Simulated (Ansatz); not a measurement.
Starting cell, BAs (zinc blende):

```
CELL_PARAMETERS angstrom
      0.00000     4.80934     4.80934
      2.40467     0.00000     2.40467
      2.40467     2.40467     0.00000
ATOMIC_POSITIONS crystal
  As 0.37500 0.75000 0.75000
  As 0.87500 0.75000 0.75000
  B  0.00000 0.00000 0.00000
  B  0.50000 0.00000 0.00000
```

The atoms are displaced by Q × the pattern below (from a DFPT mode at L = (0.5, 0.0, 0.0), largest move 1; Q in Å), at fixed cell. It is one choice among 2 degenerate patterns. (q is in reciprocal vectors of the primitive cell; the cell shown is doubled to hold the pattern.)

```
atom       x       y       z
----  ------  ------  ------
As1   -0.285   0.520  -0.805
As2    0.285  -0.520   0.805
B3     0.250  -0.457   0.707
B4    -0.250   0.457  -0.707
```

These are PBE (plane waves to 420 eV, PAW, scalar-relativistic; Ansatz, an electronic-structure program) values and carry that method's errors. k mesh 6×12×12 (Γ-centred), Fermi-Dirac smearing 0.05 eV. Energies are smeared free energies. BAs was relaxed with its symmetry unable to fall. ΔE is measured from the undisplaced structure.

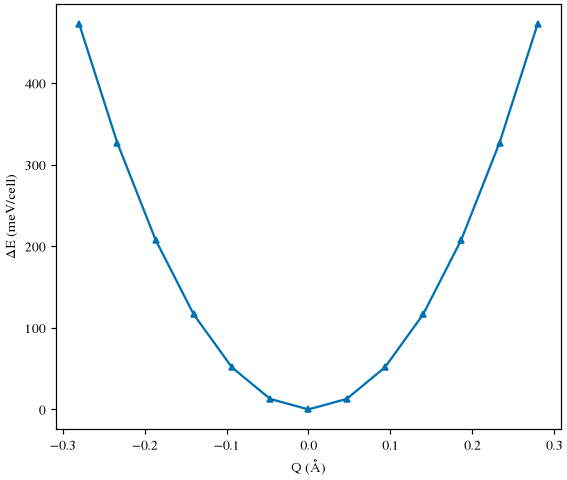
*ΔE (meV/cell) against Q (Å); computed points joined by lines.*

**Question.** What is the energy change at Q = 0.280 Å?

**Answer.** About 470 meV/cell.

**Question.** What harmonic wavenumber does the curvature at Q = 0 give?

**Answer.** About 140 cm⁻¹.

(A displaced cell: forces are minus the slopes of the energy, force constants its curvatures, and phonons follow from these.)
